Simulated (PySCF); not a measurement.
# SiPH5O2 (SMILES O[SiH2]OP): levels of theory compared

We compute a comparison of 5 runs (HF/STO-3G, HF/3-21G, B3LYP/6-31G*, PBE0/def2-SVP, MP2/def2-SVPD) of SiPH5O2. Input form: a Python script.

Program for the calculation: PySCF 2.14.0.

## Step 1: The system as given

SiPH5O2 has 9 atoms, charge 0, and is taken as a singlet. SMILES: `O[SiH2]OP`. The coordinates come from a PBE0-D4/def2-TZVP relaxation. This is one conformer, not always the lowest.

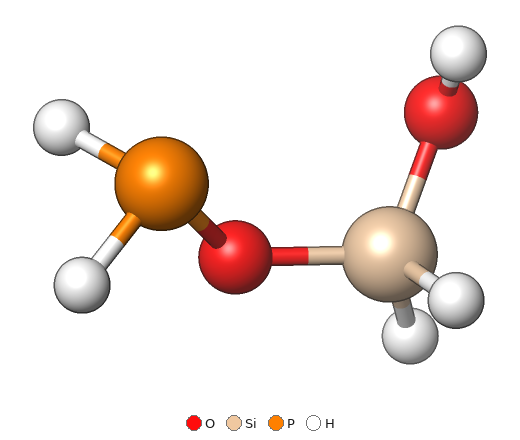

Viewed from a chosen angle; oxygen red, silicon light orange, phosphorus orange, hydrogen white.

## Step 2: Energy and forces at HF/STO-3G (run 1)

File job.py:

```python
import pyscf.grad
from pyscf import gto

mol = gto.M(
    atom='''
O       -0.307900       1.144300      -1.642900
Si       0.817700       0.562000      -0.606400
O        0.302400      -0.778100       0.201800
P       -0.942200      -0.834900       1.277600
H       -0.998700       1.706900      -1.290600
H        1.170600       1.605300       0.391300
H        1.964500       0.123500      -1.421100
H       -0.305900      -1.590900       2.302600
H       -1.612000      -1.984300       0.770600
''',
    basis='sto-3g',
    max_memory=1860,
    verbose=4,
)

mf = mol.RHF()
mf.conv_tol = 1e-10
mf.kernel()
if not mf.converged:
    mf = mf.newton().run(mf.mo_coeff, mf.mo_occ)

e_tot = mf.e_tot
print('E(%s) = %.9f' % ('HF', e_tot))
grad = mf.Gradients().kernel()
mf.analyze()
```

Command:

```bash
$ OMP_NUM_THREADS=1 python job.py
```

What it wrote:

```text
PySCF version 2.14.0

[... 79 lines left out ...]
One-electron Energy =                -1541.090057707362803
[... 5 lines left out ...]
MO #1   energy= -78.971263401267   occ= 2
[... 3 lines left out ...]
MO #5   energy= -7.28117421964044  occ= 2
[... 3 lines left out ...]
MO #9   energy= -5.10218170336064  occ= 2
[... 3 lines left out ...]
MO #13  energy= -1.25338422128878  occ= 2
[... 3 lines left out ...]
MO #17  energy= -0.556905734954447 occ= 2
[... 3 lines left out ...]
MO #21  energy= -0.410108713853865 occ= 2
[... 3 lines left out ...]
MO #25  energy= -0.259868878123436 occ= 2
[... 3 lines left out ...]
MO #29  energy= 0.53037771930765   occ= 0
[... 3 lines left out ...]
MO #33  energy= 0.757296494018609  occ= 0
[... 6 lines left out ...]
pop of  0 O 2pz           1.64544
pop of  1 Si 1s           2.00000
pop of  1 Si 2s           1.99990
pop of  1 Si 3s           1.04720
pop of  1 Si 2px          1.99917
pop of  1 Si 2py          1.99916
pop of  1 Si 2pz          1.99909
pop of  1 Si 3px          0.71287
pop of  1 Si 3py          0.67923
pop of  1 Si 3pz          0.70427
pop of  2 O 1s            1.99991
pop of  2 O 2s            1.70872
pop of  2 O 2px           1.55504
pop of  2 O 2py           1.62185
pop of  2 O 2pz           1.58916
pop of  3 P 1s            1.99998
pop of  3 P 2s            1.99795
pop of  3 P 3s            1.61722
pop of  3 P 2px           1.99924
pop of  3 P 2py           1.99919
pop of  3 P 2pz           1.99915
pop of  3 P 3px           0.90699
pop of  3 P 3py           1.22947
pop of  3 P 3pz           0.81382
pop of  4 H 1s            0.87470
pop of  5 H 1s            1.17457
pop of  6 H 1s            1.14719
pop of  7 H 1s            1.11710
pop of  8 H 1s            1.11620
 ** Mulliken atomic charges  **
charge of    0O =     -0.39164
charge of    1Si =      0.85910
charge of    2O =     -0.47468
charge of    3P =      0.43699
charge of    4H =      0.12530
charge of    5H =     -0.17457
charge of    6H =     -0.14719
charge of    7H =     -0.11710
charge of    8H =     -0.11620
Dipole moment(X, Y, Z, Debye): -0.36573,  0.93048,  1.13719
```

Wall time 1.4 s (1 thread of Arm Neoverse V2, shared host); peak memory 0.12 GiB.

## Step 3: Energy and gradient at HF/3-21G (run 2)

File calc.py:

```python
import pyscf.grad
from pyscf import gto

mol = gto.M(
    atom='''
O       -0.307900       1.144300      -1.642900
Si       0.817700       0.562000      -0.606400
O        0.302400      -0.778100       0.201800
P       -0.942200      -0.834900       1.277600
H       -0.998700       1.706900      -1.290600
H        1.170600       1.605300       0.391300
H        1.964500       0.123500      -1.421100
H       -0.305900      -1.590900       2.302600
H       -1.612000      -1.984300       0.770600
''',
    spin=0,
    basis='3-21g',
    verbose=4,
    max_memory=1860,
)

calc0 = mol.RHF()
calc0.conv_tol = 1e-10
calc0.kernel()
if not calc0.converged:
    calc0 = calc0.newton().run(calc0.mo_coeff, calc0.mo_occ)

etot = calc0.e_tot
print(f'total energy: {etot:.8f} hartree')
grad = calc0.Gradients().kernel()
calc0.analyze()
```

Command:

```bash
$ OMP_NUM_THREADS=1 python calc.py
```

What it wrote:

```text
PySCF version 2.14.0

[... 64 lines left out ...]
total energy: -778.25470185 hartree
[... 17 lines left out ...]
DFT Exchange-Correlation Energy =      -61.344516017751403
[... 7 lines left out ...]
MO #6   energy= -6.16534670121224  occ= 2
[... 5 lines left out ...]
MO #12  energy= -4.26136739655892  occ= 2
[... 5 lines left out ...]
MO #18  energy= -0.61238119487916  occ= 2
[... 5 lines left out ...]
MO #24  energy= -0.449585056617587 occ= 2
[... 5 lines left out ...]
MO #30  energy= 0.270940987189983  occ= 0
[... 5 lines left out ...]
MO #36  energy= 0.592666277981879  occ= 0
[... 5 lines left out ...]
MO #42  energy= 1.2248733753476    occ= 0
[... 5 lines left out ...]
MO #48  energy= 1.82622388105726   occ= 0
[... 5 lines left out ...]
MO #54  energy= 3.25821006177183   occ= 0
[... 27 lines left out ...]
pop of  2 O 2px           1.65291
pop of  2 O 2py           1.79135
pop of  2 O 2pz           1.68002
pop of  2 O 3px           0.00334
pop of  2 O 3py           0.00592
pop of  2 O 3pz           0.00336
pop of  3 P 1s            1.99997
pop of  3 P 2s            1.99661
pop of  3 P 3s            1.55608
pop of  3 P 4s            0.00903
pop of  3 P 2px           1.99974
pop of  3 P 2py           1.99983
pop of  3 P 2pz           1.99974
pop of  3 P 3px           0.85867
pop of  3 P 3py           1.33985
pop of  3 P 3pz           0.79397
pop of  3 P 4px           0.00975
pop of  3 P 4py           0.00538
pop of  3 P 4pz           0.01149
pop of  4 H 1s            0.68238
pop of  4 H 2s            0.01079
pop of  5 H 1s            1.16259
pop of  5 H 2s            0.00346
pop of  6 H 1s            1.12404
pop of  6 H 2s            0.00189
pop of  7 H 1s            1.02318
pop of  7 H 2s            0.00388
pop of  8 H 1s            1.02137
pop of  8 H 2s            0.00389
 ** Mulliken atomic charges  **
charge of    0O =     -0.70272
charge of    1Si =      1.11373
charge of    2O =     -0.79345
charge of    3P =      0.41990
charge of    4H =      0.30682
charge of    5H =     -0.16605
charge of    6H =     -0.12593
charge of    7H =     -0.02705
charge of    8H =     -0.02525
Dipole moment(X, Y, Z, Debye): -1.17885,  1.08864,  1.86645
```

Wall time 1.4 s (1 thread of Arm Neoverse V2, shared host); peak memory 0.13 GiB.

## Step 4: Energy and gradient at B3LYP/6-31G(d) (spherical functions) (run 3)

File job.py:

```python
# O[SiH2]OP
import pyscf.grad
from pyscf import gto, dft

mol = gto.M(
    atom='''
O     -0.581847     2.162414    -3.104631
Si     1.545229     1.062026    -1.145930
O      0.571453    -1.470396     0.381347
P     -1.780500    -1.577732     2.414314
H     -1.887269     3.225574    -2.438881
H      2.212113     3.033577     0.739450
H      3.712367     0.233381    -2.685490
H     -0.578067    -3.006365     4.351283
H     -3.046239    -3.749784     1.456223
''',
    unit='bohr',
    verbose=4,
    max_memory=1860,
    spin=0,
    basis='6-31g*',
)

mf = dft.RKS(mol)
mf.xc = 'b3lyp'
mf.grids.level = 5
mf.conv_tol = 1e-10
mf.kernel()
if not mf.converged:
    mf = mf.newton().run(mf.mo_coeff, mf.mo_occ)

etot = mf.e_tot
print(f'total energy: {etot:.8f} hartree')
grad = mf.Gradients().kernel()
mf.analyze()
```

Command:

```bash
$ OMP_NUM_THREADS=1 python job.py
```

What it wrote:

```text
PySCF version 2.14.0

[... 94 lines left out ...]
One-electron Energy =                -1547.804038289610162
[... 8 lines left out ...]
MO #4   energy= -19.1490877258784  occ= 2
[... 6 lines left out ...]
MO #11  energy= -3.67373431721768  occ= 2
[... 6 lines left out ...]
MO #18  energy= -0.44798544137828  occ= 2
[... 6 lines left out ...]
MO #25  energy= -0.255204906267243 occ= 2
[... 6 lines left out ...]
MO #32  energy= 0.146314502533183  occ= 0
[... 6 lines left out ...]
MO #39  energy= 0.355480701625759  occ= 0
[... 6 lines left out ...]
MO #46  energy= 0.674323314878235  occ= 0
[... 6 lines left out ...]
MO #53  energy= 0.982680874974571  occ= 0
[... 6 lines left out ...]
MO #60  energy= 1.181377163608     occ= 0
[... 6 lines left out ...]
MO #67  energy= 1.84768178857069   occ= 0
[... 6 lines left out ...]
MO #74  energy= 2.64575718187753   occ= 0
[... 47 lines left out ...]
pop of  2 O 3dx2-y2       0.00317
pop of  3 P 1s            1.99997
pop of  3 P 2s            1.99689
pop of  3 P 3s            1.57753
pop of  3 P 4s            0.01109
pop of  3 P 2px           1.99983
pop of  3 P 2py           1.99989
pop of  3 P 2pz           1.99983
pop of  3 P 3px           0.84103
pop of  3 P 3py           1.32978
pop of  3 P 3pz           0.78249
pop of  3 P 4px           0.01172
pop of  3 P 4py           0.00668
pop of  3 P 4pz           0.01425
pop of  3 P 3dxy          0.01075
pop of  3 P 3dyz          0.01067
pop of  3 P 3dz^2         0.00873
pop of  3 P 3dxz          0.01095
pop of  3 P 3dx2-y2       0.00623
pop of  4 H 1s            0.65079
pop of  4 H 2s            0.01389
pop of  5 H 1s            1.13899
pop of  5 H 2s            0.00340
pop of  6 H 1s            1.10462
pop of  6 H 2s            0.00317
pop of  7 H 1s            1.00880
pop of  7 H 2s            0.00550
pop of  8 H 1s            1.00791
pop of  8 H 2s            0.00551
 ** Mulliken atomic charges  **
charge of    0O =     -0.71249
charge of    1Si =      1.04123
charge of    2O =     -0.76785
charge of    3P =      0.38168
charge of    4H =      0.33532
charge of    5H =     -0.14238
charge of    6H =     -0.10779
charge of    7H =     -0.01430
charge of    8H =     -0.01342
Dipole moment(X, Y, Z, Debye): -0.88579,  0.65766,  1.09532
```

Wall time 24 s (1 thread of Arm Neoverse V2, shared host); peak memory 0.73 GiB.

Run 4 isn't shown in full; the table further down has it.

## Step 5: Energy and forces at MP2/def2-SVPD (run 5)

File input.py:

```python
import pyscf.grad
from pyscf import gto, mp

mol = gto.M(
    atom='''
O   -0.307900   1.144300  -1.642900
Si   0.817700   0.562000  -0.606400
O    0.302400  -0.778100   0.201800
P   -0.942200  -0.834900   1.277600
H   -0.998700   1.706900  -1.290600
H    1.170600   1.605300   0.391300
H    1.964500   0.123500  -1.421100
H   -0.305900  -1.590900   2.302600
H   -1.612000  -1.984300   0.770600
''',
    basis='def2-svpd',
    spin=0,
    max_memory=1860,
    verbose=4,
)

mf = mol.RHF()
mf.conv_tol = 1e-10
mf.kernel()
if not mf.converged:
    mf = mf.newton().run(mf.mo_coeff, mf.mo_occ)

pt = mp.MP2(mf, frozen=12).run()
e_tot = pt.e_tot
print('E = %.10f Eh' % e_tot)
grad = pt.Gradients().kernel()
mf.analyze()
```

Command:

```bash
$ OMP_NUM_THREADS=1 python input.py
```

What it wrote:

```text
PySCF version 2.14.0

[... 93 lines left out ...]
MO #2   energy= -68.8163570258955  occ= 2
[... 11 lines left out ...]
MO #14  energy= -1.33056396531157  occ= 2
[... 11 lines left out ...]
MO #26  energy= 0.0812115313517863 occ= 0
[... 11 lines left out ...]
MO #38  energy= 0.243227511297285  occ= 0
[... 11 lines left out ...]
MO #50  energy= 0.384573058086493  occ= 0
[... 11 lines left out ...]
MO #62  energy= 0.506290500125682  occ= 0
[... 11 lines left out ...]
MO #74  energy= 0.726389607539077  occ= 0
[... 11 lines left out ...]
MO #86  energy= 1.0341648343155    occ= 0
[... 11 lines left out ...]
MO #98  energy= 1.35591038294397   occ= 0
[... 11 lines left out ...]
MO #110 energy= 1.9732078293367    occ= 0
[... 11 lines left out ...]
MO #122 energy= 2.53310572262788   occ= 0
[... 11 lines left out ...]
MO #134 energy= 4.26608555148052   occ= 0
[... 107 lines left out ...]
pop of  5 H 2py           0.00246
pop of  5 H 2pz           0.00245
pop of  5 H 3px           0.00109
pop of  5 H 3py           0.00095
pop of  5 H 3pz           0.00087
pop of  6 H 1s            1.14683
pop of  6 H 2s            0.00328
pop of  6 H 2px           0.00287
pop of  6 H 2py           0.00126
pop of  6 H 2pz           0.00218
pop of  6 H 3px           0.00140
pop of  6 H 3py           0.00092
pop of  6 H 3pz           0.00102
pop of  7 H 1s            1.03575
pop of  7 H 2s            0.00677
pop of  7 H 2px           0.00155
pop of  7 H 2py           0.00174
pop of  7 H 2pz           0.00215
pop of  7 H 3px           0.00075
pop of  7 H 3py           0.00164
pop of  7 H 3pz           0.00122
pop of  8 H 1s            1.03470
pop of  8 H 2s            0.00676
pop of  8 H 2px           0.00110
pop of  8 H 2py           0.00320
pop of  8 H 2pz           0.00121
pop of  8 H 3px           0.00064
pop of  8 H 3py           0.00223
pop of  8 H 3pz           0.00071
 ** Mulliken atomic charges  **
charge of    0O =     -0.79187
charge of    1Si =      1.25767
charge of    2O =     -0.85885
charge of    3P =      0.49853
charge of    4H =      0.34518
charge of    5H =     -0.18877
charge of    6H =     -0.15977
charge of    7H =     -0.05156
charge of    8H =     -0.05056
Dipole moment(X, Y, Z, Debye): -0.65869,  0.51857,  1.17255
```

It took 32 s on 1 thread of Arm Neoverse V2, shared host; peak memory 2 GiB.

## Step 6: Overview of the runs

| run | level | integration grid | frozen core orbitals | energy (Eh) | dipole moment (D) of the reference | HOMO energy (eV) | LUMO energy (eV) | wall time |
| --- | --- | --- | --- | --- | --- | --- | --- | --- |
| 1 | HF/STO-3G | – | – | -773.128652 | 1.51 | -7.07 | 11.54 | 1.4 s |
| 2 | HF/3-21G | – | – | -778.254702 | 2.46 | -10.28 | 4.00 | 1.4 s |
| 3 | B3LYP/6-31G* (spherical functions) | 5 | – | -784.359663 | 1.55 | -6.94 | -0.15 | 24 s |
| 4 | PBE0/def2-SVP | 5 | – | -783.637820 | 1.52 | -7.22 | 0.21 | 26 s |
| 5 | MP2/def2-SVPD | – | 12 | -782.714618 | 1.44 | -10.22 | 2.21 | 32 s |

## Step 7: Results

| quantity | value |
| --- | --- |
| run 5: total energy | -782.71462 Eh |
| run 5: dipole moment (Hartree–Fock density) | 1.44 D |
| run 5: HOMO energy (Hartree–Fock orbitals) | -10.22 eV |
| run 5: LUMO energy (Hartree–Fock orbitals) | 2.21 eV |
| run 5: HOMO–LUMO gap (Hartree–Fock orbitals) | 12.43 eV |
| run 5: correlation energy (12 core orbitals frozen) | -619.6 mEh |
| run 5: largest force on an atom | 1.508 eV/Å |

What this shows: Over runs 1, 2, 3, 4 the dipole moment (its size) runs from 1.51 D (HF/STO-3G) to 2.46 D (HF/3-21G). Over runs 1, 2, 3, 4 the HOMO–LUMO gap runs from 6.79 eV (B3LYP/6-31G*) to 18.61 eV (HF/STO-3G). The two ends differ in method and basis. Totals of different functionals can't be ranked against each other. In run 1 the basis is minimal, so the values are rough. All runs together took 85 s, the longest 32 s.
